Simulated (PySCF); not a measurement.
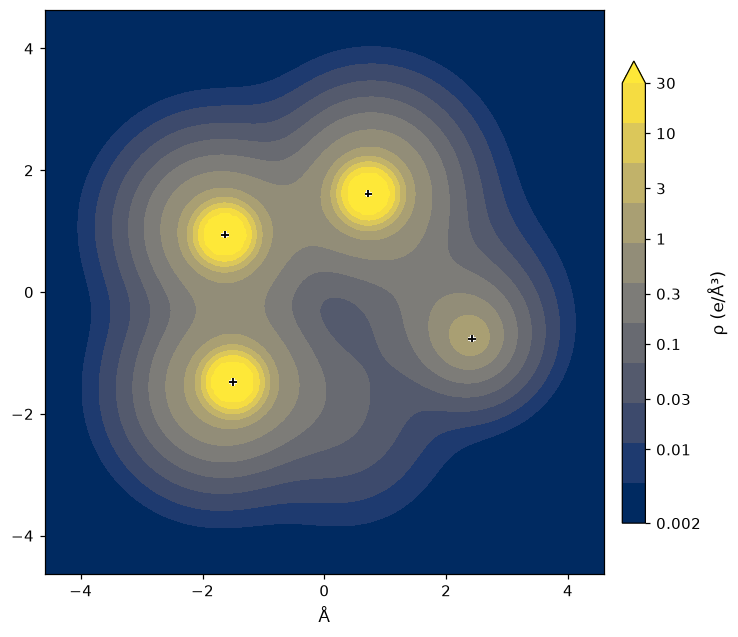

The electron density on a plane through atoms (crosses mark nuclei in the plane).

Method: PySCF 2.14.0, CAM-B3LYP/def2-SVPD, SCF density, gas phase.

Candidates:
A. C₃H₇GeNO
B. As₅H₅
C. Br₄H₄O₂Zr

> Which system is this?

Candidate B: As₅H₅ on the plane of atoms As1, As2 and As3, which holds As and H. As–As (2.43 Å): the density is about 0.6 e/Å³ at the midpoint.
